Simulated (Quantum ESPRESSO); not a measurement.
# Gap and tunnelling decay at a withheld lattice constant: SrCl2, fluorite type

**Set-up.** Quantum ESPRESSO 7.5 (pw.x, pwcond.x with ikind = 0), PBE, GBRV ultrasoft, cubic crystals. κ is the slowest decay along [001] at mid-gap among three points across the current.

| a (Å) | gap on the mesh (eV) | κ (1/Å) |
| --- | --- | --- |
| 6.600 | 5.375 | 0.328 |
| 6.810 | 5.469 | 0.334 |
| 7.021 | 5.270 | 0.337 |
| 7.231 | 4.936 | 0.339 |

To predict: What are gap and κ at a = 7.442 Å?

**Fit.** A line through the rows at 7.021 and 7.231 Å gives a gap of 5.270 + 2.005 × (4.936 − 5.270) = 4.60 eV and κ = 0.341 1/Å. The two-band model κ = 0.5123 √(m* E_g/4) needs m* = 0.328 at 7.021 Å; with that mass and the new gap, κ = 0.315 1/Å.

**Check.** The gap is 4.625 eV and κ = 0.340 1/Å. The line misses the gap by −0.025 eV and κ by +0.3 %; the two-band estimate misses κ by −7.4 %.

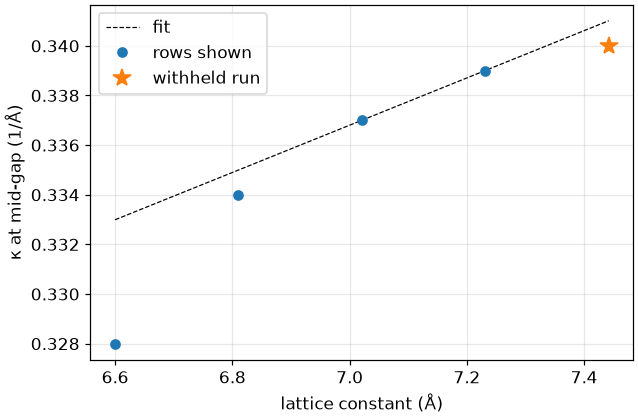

The rows shown, the fit and the withheld run.

**Limits.** The structure type is imposed. Local and semilocal gaps and decay constants are too small; no spin-orbit coupling. For an indirect gap m* is a fitting number alone.
